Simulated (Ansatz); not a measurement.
**Phonon calculation of CH₄FOSi (charge +1)**

System: CH₄FOSi, charge +1.
Method: RKS PBE0/def2-SVP (Ansatz 0.2.0).

It belongs to a series of runs on one base structure; here: vibrations at the highest image of the band. Figures and captions count atoms from 1; the log counts them from 0 in places.

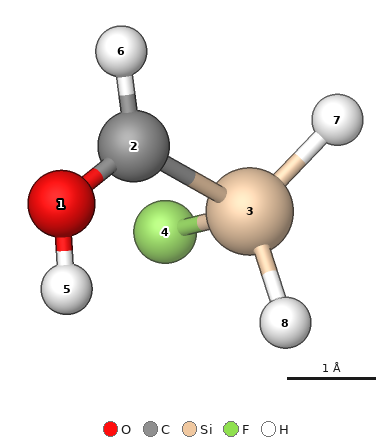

*The input geometry (ball-and-stick view, seen at a tilt; atoms are numbered from 1 in the order of the input).*

Input:
```yaml
crystal:
  periodic: [false, false, false]
  atoms:
    - { symbol: O, position_ang: [-0.991756, 1.508334, 0.176992] }
    - { symbol: C, position_ang: [0.121333, 0.9323, 0.162454] }
    - { symbol: Si, position_ang: [0.410534, -1.013404, -0.065679] }
    - { symbol: F, position_ang: [0.242183, -1.091179, -1.660704] }
    - { symbol: H, position_ang: [-1.779266, 0.924043, 0.110869] }
    - { symbol: H, position_ang: [0.947915, 1.664282, 0.237307] }
    - { symbol: H, position_ang: [1.780466, -1.288667, 0.399392] }
    - { symbol: H, position_ang: [-0.7314, -1.635699, 0.63937] }
total_charge: 1
basis:
  gaussian: { orbitals: def2-SVP }
hamiltonian:
  xc: pbe0
phonons: {}
```

Command:
```bash
ansatz run input.yaml --threads 1 --pin off --max-ram 2048MiB --backend cpu --events-out ev --progress --plain --runs-dir out
```

What the program printed:
```
Engine: ansatz 0.2.0, x86_64-unknown-linux-gnu
Functional definition: PBE0
  parameter a = 0.25
  parameter kappa = 0.804
  parameter beta = 0.06672455060314922
  exchange = (1 - a)*pbe_x(kappa = kappa, mu = beta*pi^2/3) + a*exact_x
  correlation = pbe_c(beta = beta)
836 factors; integrals over basis functions are off by at most 4.3e-4 eV
mean field evaluation 1: about -13711.4815 eV, gradient 6.9e1 eV
mean field evaluation 2: about -13695.2723 eV, gradient 1.2e2 eV
mean field evaluation 4: about -13719.3498 eV, gradient 3.7e0 eV
mean field evaluation 8: about -13719.3955 eV, gradient 3.0e-1 eV
mean field evaluation 16: about -13719.3956 eV, gradient 1.8e-5 eV
mean field -13719.39561896 eV, -504.1784896565 hartree, gradient 1.8e-5 eV, S^2 0.000000; 0 other end points of the search recorded, 0 dependent functions left out
the calculation of the forces begins
reference -13719.39564014 eV, -504.1784904348 hartree; 20, 20 occupied and 60, 60 virtual orbitals, 836 factors
these checks for a lower state are left out or cut short: stability, starts, cluster_reference, orbital_swaps, neighbouring_geometries, increment
836 factors; integrals over basis functions are off by at most 4.3e-4 eV
mean field -13719.39533836 eV, -504.1784793447 hartree, gradient 1.4e-6 eV, S^2 0.000000; 0 other end points of the search recorded, 0 dependent functions left out
[... from here on the field's lines of each further geometry are left out, up to the last ...]
the calculation of the forces begins
reference -13719.39562356 eV, -504.1784898257 hartree; 20, 20 occupied and 60, 60 virtual orbitals, 836 factors
these checks for a lower state are left out or cut short: stability, starts, cluster_reference, orbital_swaps, neighbouring_geometries, increment
836 factors; integrals over basis functions are off by at most 4.3e-4 eV
mean field -13719.39559754 eV, -504.1784888693 hartree, gradient 1.5e-6 eV, S^2 0.000000; 0 other end points of the search recorded, 0 dependent functions left out
the calculation of the forces begins
reference -13719.39561872 eV, -504.1784896477 hartree; 20, 20 occupied and 60, 60 virtual orbitals, 836 factors
WARN: phonons: modes at or below zero, which the zero-point energy, F, S and C_V leave out: 1, the lowest at -94.74 cm⁻¹. A minimum has none, and a first-order saddle one
Total energy: -13719.39564014 eV, -504.1784904348 hartree
Atom 0 at    -0.991756     1.508334     0.176992 Å, force    -0.005468     0.010257     0.002274 eV/Å
Atom 1 at     0.121333     0.932300     0.162454 Å, force     0.002540    -0.011379    -0.003964 eV/Å
Atom 2 at     0.410534    -1.013404    -0.065679 Å, force    -0.001024     0.002544     0.012192 eV/Å
Atom 3 at     0.242183    -1.091179    -1.660704 Å, force     0.000236     0.002242    -0.011468 eV/Å
Atom 4 at    -1.779266     0.924043     0.110869 Å, force     0.003535    -0.002263     0.000006 eV/Å
Atom 5 at     0.947915     1.664282     0.237307 Å, force    -0.001028     0.000708    -0.001201 eV/Å
Atom 6 at     1.780466    -1.288667     0.399392 Å, force     0.001191    -0.000550     0.001191 eV/Å
Atom 7 at    -0.731400    -1.635699     0.639370 Å, force     0.000018    -0.001559     0.000969 eV/Å
Dipole moment:    -0.191531     0.414840     0.663059 e Å
Vibrations: -94.74 164.46 267.28 540.26 677.40 696.35 718.52 868.34 908.10 958.43 1110.42 1213.00 1440.83 1661.28 2313.74 2367.03 3130.02 3627.38 cm⁻¹, zero-point energy 1.404918 eV
```

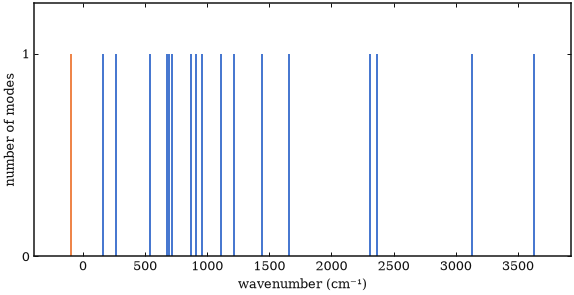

*Harmonic vibrational wavenumbers from the force constants; neighbouring modes closer than 17 cm⁻¹ are counted in one stick, and imaginary ones are drawn at negative wavenumbers.*

18 modes from 95i to 3627 cm⁻¹, 1 imaginary beyond 8i (95i cm⁻¹): not a clean minimum; so soft a mode can be a shallow saddle, an incomplete relaxation or noise of the force constants.

Key numbers:

| quantity | value |
| --- | --- |
| outcome | converged |
| total energy | −13719.3956 eV |
| mean-field energy | −13719.3956 eV |
| largest force (length of the vector) | 0.012 eV/Å |
| hardware | 1 thread of Intel Xeon (Emerald Rapids), 192 GiB of memory available, shared host |
| wall time | 57 s |
| peak memory | 0.15 GiB |
